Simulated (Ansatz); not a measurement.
**Te2Zr (charge −1, doublet): density, localisation and related maps**

```yaml
atoms:
  - { symbol: Zr, position_ang: [0.7156, 0.1033, 0.5376] }
  - { symbol: Te, position_ang: [-1.1715, -1.6092, 1.1137] }
  - { symbol: Te, position_ang: [0.4559, 1.5059, -1.6513] }
```

Geometry: r2SCAN-D4/def2-TZVPD; core potentials replace the inner electrons of Zr and Te.

Theory: UKS PBE0-D4/def2-TZVPD (Ansatz 0.2.0).

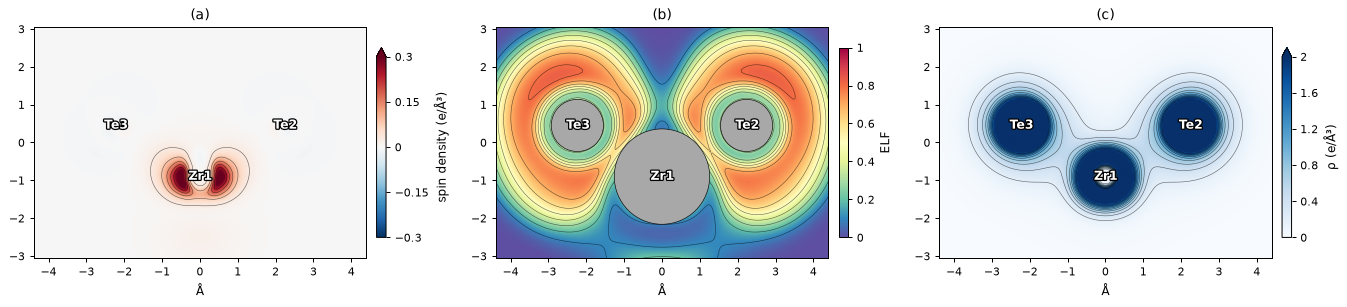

Figure 1. (a) spin density (α minus β); (b) electron localisation function; (c) electron density on the molecular plane. Grey discs cover the atomic cores in the ELF map.

Question: Read the bonding off the picture.

Answer: Atoms in the plane: Zr and Te.
Zr–Te (2.61 Å): ρ is about 0.54 e/Å³ halfway; the ELF peaks at about 0.60 in the valence shell of Te, 1.2 Å from its nucleus, and is about 0.55 at the midpoint.
The unpaired spin (1 electron) lies mostly on Zr1 (about 1.1), in electrons by Hirshfeld's partition, with opposite, polarisation-induced spin on Te2 and Te3.

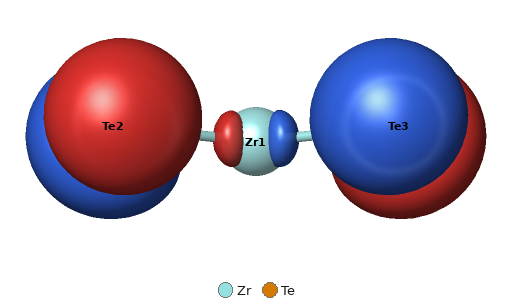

Figure 2. The HOMO−1 (α) at ±0.1 Å⁻³ᐟ² (red and blue are the two phases), seen from one side.

Question: Describe this orbital and give its energy.

Answer: Its weight (Hirshfeld) is mainly on Te2 (about 45 %), Te3 (about 45 %) and Zr1 (about 15 %); it is symmetric in the molecular plane (an in-plane orbital: σ, lone-pair or in-plane π type). Its energy is −1.74 eV.

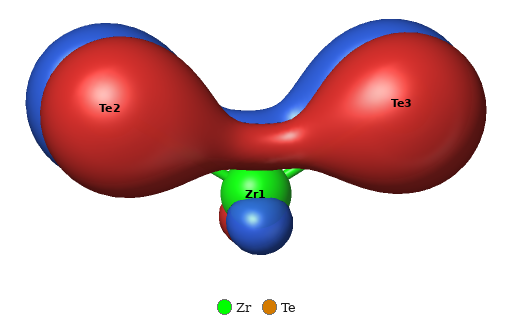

Figure 3. The HOMO−1 (β) at ±0.1 Å⁻³ᐟ² (red and blue are the two phases), seen across its widest extent.

Question: What is the character of this orbital?

Answer: By Hirshfeld shares it lies mainly on Te2 (about 40 %), Te3 (about 40 %) and Zr1 (about 20 %); it changes sign across the molecular plane (π type); π-antibonding (a node) across Zr1–Te2 and Zr1–Te3. Its energy is −2.19 eV.
